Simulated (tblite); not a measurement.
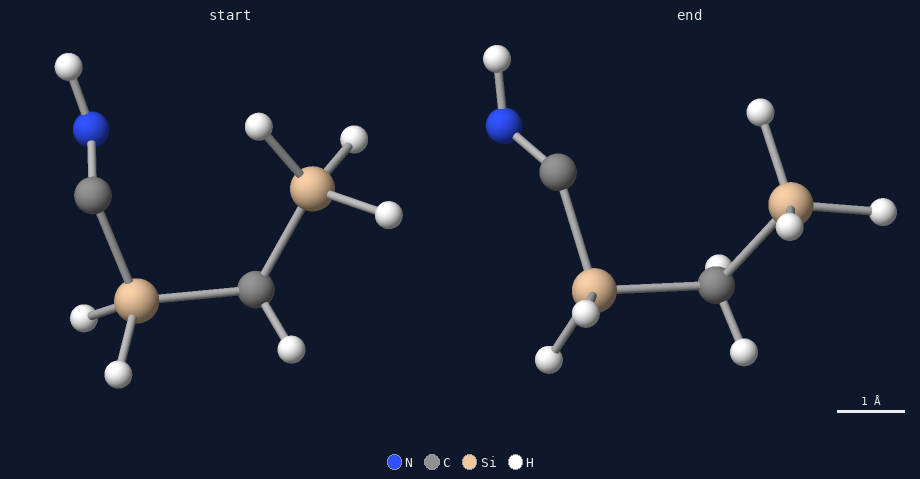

The structure of C2H8NSi2 (multiplicity 2) before (left) and after (right) a relaxation, at one scale.

Style: ball-and-stick. Shown face on.

Theory: GFN2-xTB geometry optimisation, gas phase in tblite. 

**What changed between the two?**

After 145 geometry steps the energy has fallen by 0.700 eV. The atom that moves furthest after the best rigid fit is an H atom (2.07 Å). By element the largest moves are H 2.07 Å, N 0.87 Å, C 0.82 Å, Si 0.46 Å. Near-neighbour distances that change, for instance: C–Si 1.820 → 1.897 Å, C–N 1.288 → 1.223 Å, C–Si 1.846 → 1.905 Å, C–H 1.140 → 1.091 Å. Bond angles that change, for instance: N–C–Si 114.7° → 138.6°, C–Si–H 105.9° → 121.3°, C–Si–C 110.8° → 103.3°. Groups turn about C–Si by about 60°, C–Si by about 50°, C–Si by about 50°.
